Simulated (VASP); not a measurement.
Band structure of BN (hex). Calculation: rev-vdW-DF2, VASP's PBE PAW potentials (set 64) (plane waves; VASP 6.6.1).

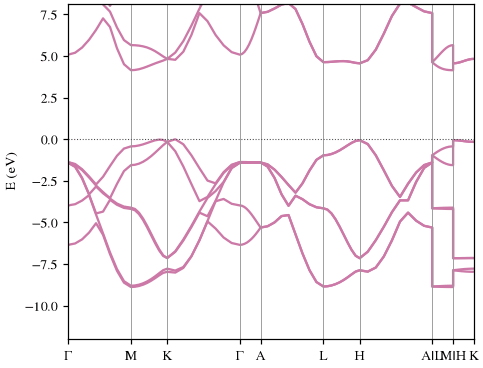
*Bands along high-symmetry lines, zero at the valence-band maximum or, without a gap, the Fermi level*

### Question
Read the plot: is there a gap, and where are the band edges?

### Answer
The gap is indirect, 4.15 eV, from the valence maximum at K-Γ at 0.11 to the conduction minimum at M. (Edges off the drawn lines would not show.)

The compound is BN in the hex structure. It was relaxed first.
